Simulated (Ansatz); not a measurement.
# Molecular dynamics, with input and output: Si2NH3BrF (part 2 of 2)

Continued. System: Si2NH3BrF. Method: RKS PBE-d3bj/def2-SVP (Ansatz 0.2.0). The geometry comes from this level: PBE0-D4/def2-TZVP.

Geometry of the input (Å):
```
F  -0.6294  -2.0219  1.1135
Si -0.8443  -0.6524  1.9476
Br 2.4426  -0.0291  -0.9259
N  -0.3407  0.4743  0.7437
Si 0.2360  0.2415  -0.8743
H  -0.3404  1.4375  1.0598
H  -0.0582  1.4591  -1.6622
H  -0.3734  -0.9661  -1.4582
```

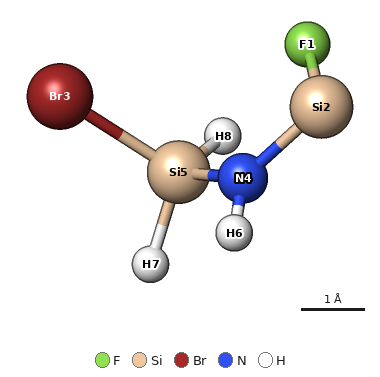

**Figure 1.** The geometry at step 13 of the log (ball-and-stick view, seen at a tilt; atoms are numbered from 1 in the order of the input).

Trajectory as extended XYZ, continued
```
8
Properties=species:S:1:pos:R:3:forces:R:3 step=5 time_fs=10.0 energy=-90020.74743 temperature=239.5
F    -0.6003   -2.0044    1.0399   -0.0527   0.2441   0.5256
Si   -0.8349   -0.6231    1.9867   -0.2523  -1.4840   0.3750
Br    2.4520   -0.0352   -0.9173   -0.4091   0.0843  -0.0480
N    -0.3421    0.4453    0.7613    0.3851  -1.7279  -1.1721
Si    0.1914    0.2317   -0.8878    0.0517  -0.5682  -1.4350
H    -0.4917    1.3906    0.8988   -0.3822   3.1158   0.8016
H    -0.1707    1.5892   -1.5620    0.2580  -0.8371   0.2290
H    -0.3988   -1.0327   -1.6489    0.4014   1.1730   0.7239
8
Properties=species:S:1:pos:R:3:forces:R:3 step=6 time_fs=12.0 energy=-90020.86536 temperature=325.7
F    -0.5943   -2.0018    1.0261   -0.0976   0.4273   0.7230
Si   -0.8348   -0.6218    1.9984   -0.0780  -1.5005  -0.1259
Br    2.4536   -0.0364   -0.9156   -0.5079   0.0837  -0.0652
N    -0.3413    0.4477    0.7575   -0.1469   0.3690  -0.4411
Si    0.1840    0.2285   -0.8940    0.2449  -0.3639  -1.1375
H    -0.5265    1.4309    0.9142    0.0300   0.7470   0.3419
H    -0.1816    1.5818   -1.5416    0.2464  -0.6782   0.0851
H    -0.4002   -1.0053   -1.6597    0.3091   0.9156   0.6197
8
Properties=species:S:1:pos:R:3:forces:R:3 step=7 time_fs=14.0 energy=-90020.85447 temperature=332.7
F    -0.5886   -1.9983    1.0139   -0.1319   0.5426   0.8591
Si   -0.8347   -0.6226    2.0098    0.0948  -1.3832  -0.6103
Br    2.4549   -0.0375   -0.9140   -0.5842   0.0753  -0.0843
N    -0.3409    0.4511    0.7525   -0.8386   2.6394   0.4669
Si    0.1770    0.2247   -0.9017    0.7663   0.0737  -0.3130
H    -0.5601    1.4999    0.9428    0.6013  -1.8807  -0.2466
H    -0.1831    1.5483   -1.5179    0.1406  -0.1333  -0.2260
H    -0.3898   -0.9429   -1.6467   -0.0482   0.0662   0.1542
8
Properties=species:S:1:pos:R:3:forces:R:3 step=8 time_fs=16.0 energy=-90020.79512 temperature=263.2
F    -0.5831   -1.9937    1.0033   -0.1612   0.6070   0.9573
Si   -0.8346   -0.6252    2.0205    0.2796  -1.2031  -1.1081
Br    2.4559   -0.0385   -0.9123   -0.6501   0.0609  -0.1012
N    -0.3428    0.4618    0.7488   -0.9628   2.0681   0.8471
Si    0.1711    0.2211   -0.9099    1.4760   0.6700   0.8833
H    -0.5707    1.4968    0.9619    0.6157  -1.6482  -0.3611
H    -0.1792    1.5098   -1.5028   -0.0104   0.5786  -0.5710
H    -0.3812   -0.8778   -1.6278   -0.5868  -1.1333  -0.5463
8
Properties=species:S:1:pos:R:3:forces:R:3 step=9 time_fs=18.0 energy=-90020.77123 temperature=221.8
F    -0.5779   -1.9878    0.9947   -0.1841   0.6258   1.0227
Si   -0.8340   -0.6296    2.0296    0.4417  -1.0129  -1.5419
Br    2.4566   -0.0396   -0.9108   -0.7100   0.0427  -0.1120
N    -0.3473    0.4782    0.7475   -0.4093  -1.2520   0.4256
Si    0.1672    0.2184   -0.9168    1.6611   0.8371   1.4468
H    -0.5577    1.4306    0.9672   -0.0004   1.3964   0.1752
H    -0.1758    1.4933   -1.5096   -0.0611   0.8536  -0.6848
H    -0.3951   -0.8561   -1.6298   -0.7379  -1.4907  -0.7316
8
Properties=species:S:1:pos:R:3:forces:R:3 step=10 time_fs=20.0 energy=-90020.79951 temperature=273.9
F    -0.5731   -1.9807    0.9882   -0.1929   0.5885   1.0352
Si   -0.8329   -0.6353    2.0367    0.5307  -0.7986  -1.7974
Br    2.4570   -0.0406   -0.9093   -0.7544   0.0228  -0.1169
N    -0.3530    0.4912    0.7473   -0.1617  -2.8097   0.1522
Si    0.1656    0.2169   -0.9218    0.9904   0.4360   0.8057
H    -0.5448    1.4179    0.9793   -0.2522   2.7216   0.4500
H    -0.1746    1.5096   -1.5426    0.0576   0.3758  -0.4358
H    -0.4372   -0.8915   -1.6598   -0.2176  -0.5364  -0.0929
8
Properties=species:S:1:pos:R:3:forces:R:3 step=11 time_fs=22.0 energy=-90020.85214 temperature=327.0
F    -0.5686   -1.9724    0.9837   -0.1833   0.4838   0.9796
Si   -0.8310   -0.6421    2.0413    0.5417  -0.5408  -1.8495
Br    2.4570   -0.0416   -0.9078   -0.7749   0.0036  -0.1190
N    -0.3592    0.4964    0.7475   -0.8133   0.7731   1.0422
Si    0.1653    0.2159   -0.9257    0.2301   0.1910  -0.0678
H    -0.5414    1.5094    1.0086    0.4333  -1.0534  -0.4904
H    -0.1713    1.5402   -1.5924    0.2100  -0.3359  -0.0452
H    -0.4878   -0.9475   -1.6934    0.3564   0.4786   0.5501
8
Properties=species:S:1:pos:R:3:forces:R:3 step=12 time_fs=24.0 energy=-90020.72565 temperature=204.9
F    -0.5646   -1.9631    0.9813   -0.1598   0.3252   0.8632
Si   -0.8284   -0.6497    2.0433    0.5196  -0.2564  -1.7870
Br    2.4566   -0.0426   -0.9064   -0.7810  -0.0131  -0.1165
N    -0.3676    0.5038    0.7506   -0.8151   1.7931   1.1057
Si    0.1653    0.2152   -0.9297   -0.1887   0.1722  -0.4095
H    -0.5215    1.5607    1.0191    0.5060  -2.2064  -0.7294
H    -0.1599    1.5581   -1.6440    0.2745  -0.7644   0.2502
H    -0.5247   -0.9853   -1.7060    0.6446   0.9498   0.8234
8
Properties=species:S:1:pos:R:3:forces:R:3 step=13 time_fs=26.0 energy=-90020.83262 temperature=305.7
F    -0.5608   -1.9531    0.9806   -0.1277   0.1102   0.6905
Si   -0.8250   -0.6576    2.0429    0.4842   0.0576  -1.6595
Br    2.4559   -0.0436   -0.9051   -0.7759  -0.0268  -0.1094
N    -0.3782    0.5162    0.7568   -0.3995   0.1106   0.3456
Si    0.1651    0.2147   -0.9342   -0.2561   0.2152  -0.1624
H    -0.4822    1.5275    1.0017    0.1919  -0.5918  -0.2355
H    -0.1380    1.5467   -1.6860    0.2362  -0.7834   0.3603
H    -0.5371   -0.9867   -1.6871    0.6468   0.9083   0.7704
8
Properties=species:S:1:pos:R:3:forces:R:3 step=14 time_fs=28.0 energy=-90020.82836 temperature=340.0
F    -0.5573   -1.9428    0.9812   -0.0860  -0.1608   0.4532
Si   -0.8210   -0.6655    2.0402    0.4260   0.4239  -1.4415
Br    2.4548   -0.0446   -0.9038   -0.7559  -0.0387  -0.0988
N    -0.3900    0.5288    0.7639    0.0069  -3.5878  -0.8893
Si    0.1645    0.2146   -0.9390    0.0529   0.3642   0.5960
H    -0.4354    1.4716    0.9753   -0.0970   3.0711   0.7286
H    -0.1069    1.5052   -1.7144    0.1138  -0.4037   0.2485
H    -0.5246   -0.9532   -1.6386    0.3391   0.3319   0.4032
8
Properties=species:S:1:pos:R:3:forces:R:3 step=15 time_fs=30.0 energy=-90020.91396 temperature=386.0
F    -0.5540   -1.9329    0.9829   -0.0321  -0.4979   0.1558
Si   -0.8164   -0.6728    2.0355    0.3204   0.7955  -1.0539
Br    2.4533   -0.0456   -0.9025   -0.7129  -0.0485  -0.0866
N    -0.4018    0.5316    0.7686    0.0611  -0.7005  -0.6157
Si    0.1640    0.2149   -0.9430    0.7345   0.7334   1.7002
H    -0.3922    1.5332    0.9767   -0.0330   0.2160   0.2225
H    -0.0715    1.4481   -1.7333   -0.0576   0.2731  -0.0797
H    -0.4992   -0.9070   -1.5745   -0.2804  -0.7712  -0.2426
8
Properties=species:S:1:pos:R:3:forces:R:3 step=16 time_fs=32.0 energy=-90020.74756 temperature=233.0
F    -0.5507   -1.9239    0.9848    0.0276  -0.8572  -0.1545
Si   -0.8113   -0.6790    2.0293    0.2015   1.1359  -0.6076
Br    2.4515   -0.0467   -0.9013   -0.6580  -0.0558  -0.0681
N    -0.4134    0.5325    0.7715    0.3623   1.7917  -0.4280
Si    0.1645    0.2162   -0.9446    1.2212   0.9080   2.5098
H    -0.3502    1.6033    0.9867   -0.2201  -2.1948  -0.1806
H    -0.0381    1.4014   -1.7553   -0.2012   0.8343  -0.3980
H    -0.4844   -0.8902   -1.5196   -0.7333  -1.5620  -0.6730
8
Properties=species:S:1:pos:R:3:forces:R:3 step=17 time_fs=34.0 energy=-90020.80952 temperature=287.6
F    -0.5474   -1.9167    0.9864    0.0798  -1.1890  -0.4178
Si   -0.8060   -0.6837    2.0223    0.1048   1.4284  -0.2516
Br    2.4493   -0.0478   -0.9001   -0.5982  -0.0587  -0.0415
N    -0.4241    0.5383    0.7734    0.5671   1.4481  -0.7002
Si    0.1667    0.2188   -0.9428    0.7921   0.2953   2.1706
H    -0.3165    1.5894    0.9898   -0.3232  -1.7518  -0.0505
H    -0.0124    1.3866   -1.7925   -0.2417   0.7372  -0.3206
H    -0.4977   -0.9333   -1.4904   -0.3806  -0.9096  -0.3883
8
Properties=species:S:1:pos:R:3:forces:R:3 step=18 time_fs=36.0 energy=-90020.84836 temperature=317.3
F    -0.5439   -1.9119    0.9872    0.1153  -1.4482  -0.6041
Si   -0.8005   -0.6864    2.0150    0.0361   1.6478  -0.0264
Br    2.4469   -0.0489   -0.8990   -0.5376  -0.0570  -0.0111
N    -0.4332    0.5482    0.7733    0.3195  -1.7728  -1.4640
Si    0.1700    0.2218   -0.9380   -0.0022  -0.3700   1.2143
H    -0.2952    1.5083    0.9909    0.0095   1.5474   0.6705
H     0.0041    1.4000   -1.8422   -0.2087   0.1268   0.1278
H    -0.5256   -1.0113   -1.4759    0.2682   0.3259   0.0929
8
Properties=species:S:1:pos:R:3:forces:R:3 step=19 time_fs=38.0 energy=-90020.75155 temperature=228.8
F    -0.5401   -1.9100    0.9868    0.1309  -1.6097  -0.7067
Si   -0.7949   -0.6869    2.0075   -0.0225   1.7313   0.1528
Br    2.4441   -0.0501   -0.8978   -0.4714  -0.0513   0.0158
N    -0.4415    0.5531    0.7691    0.2208  -2.4283  -1.6229
Si    0.1733    0.2243   -0.9315   -0.4850  -0.5831   0.4477
H    -0.2734    1.4863    1.0177    0.1646   2.2739   0.8387
H     0.0126    1.4183   -1.8871   -0.1710  -0.4183   0.5524
H    -0.5433   -1.0771   -1.4579    0.6336   1.0856   0.3222
8
Properties=species:S:1:pos:R:3:forces:R:3 step=20 time_fs=40.0 energy=-90020.76055 temperature=238.4
F    -0.5361   -1.9114    0.9849    0.1252  -1.6482  -0.7128
Si   -0.7893   -0.6850    2.0003   -0.0634   1.6639   0.2821
Br    2.4412   -0.0513   -0.8966   -0.3960  -0.0422   0.0349
N    -0.4491    0.5514    0.7605    0.8675   1.2347  -0.3976
Si    0.1759    0.2260   -0.9244   -0.5735  -0.5078   0.0781
H    -0.2452    1.5515    1.0768   -0.4784  -1.3149  -0.3217
H     0.0146    1.4206   -1.9110   -0.1546  -0.6279   0.7285
H    -0.5368   -1.1015   -1.4275    0.6731   1.2422   0.3084
```

Results in brief

| quantity | value |
| --- | --- |
| outcome | finished |
| mean temperature over the second half | 286 K |
| trajectory | 20 steps, 40 fs |
| ensemble | nvt_nose_hoover |
| temperature in the input | 500 K |
| time step | 2 fs |
| potential energy (last step) | −90020.7606 eV |
| mean-field energy (last step) | −90020.5250 eV |
| dispersion energy (last step) | −0.2356 eV |
| SCF solution under orbital rotations (last step) | stable |
| largest force (length of the vector) (last step) | 1.800 eV/Å |
| dipole moment (last step) | 2.15 D |
| wall time | 19 s (CPU time 72 s) |
| peak memory | 0.16 GiB |

So short a trajectory is not equilibrated. The temperature stays far from the 500 K of the thermostat over the second half: the run isn't equilibrated.
